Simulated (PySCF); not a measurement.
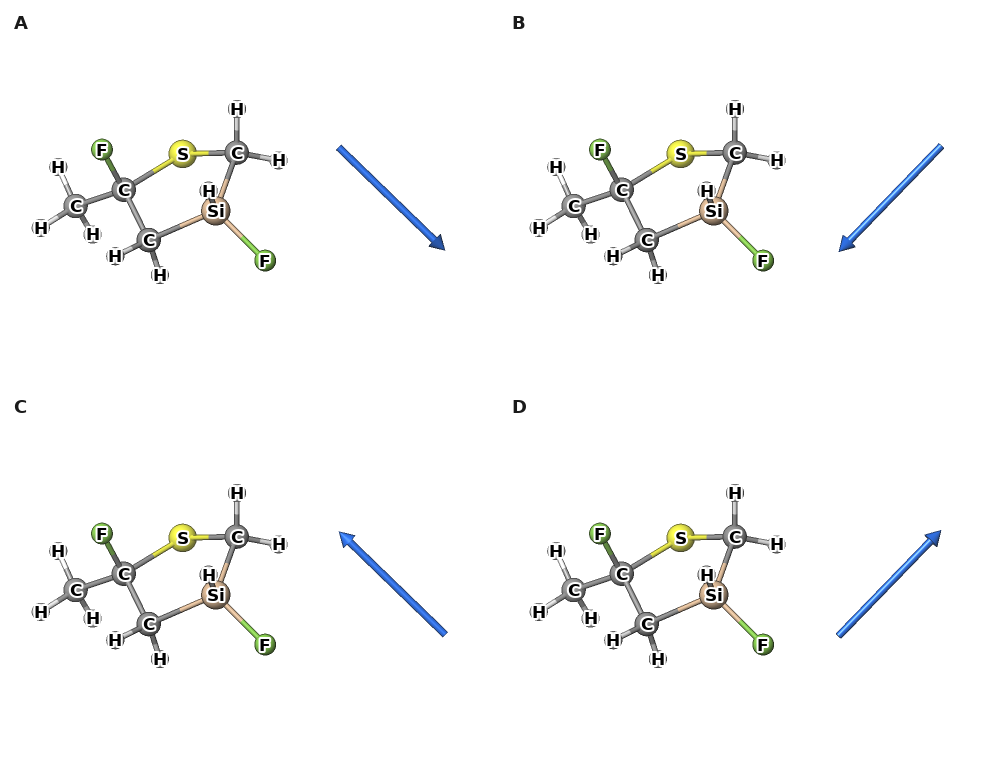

The same molecule four times, each with an arrow. The geometry was computed by an optimisation with GFN2-xTB. No frequency run is at hand to confirm it as a minimum. Method: CAM-B3LYP/def2-SVPD, gas phase (PySCF 2.14.0).

Which arrow points along the dipole moment, from the negative to the positive end?

Answer. B. The dipole moment is 0.97 D.

The geometry is semi-empirical. Around Si such bond lengths and angles can be off by a tenth of an ångström or more and by several degrees, and values that hang on the shape move with them.
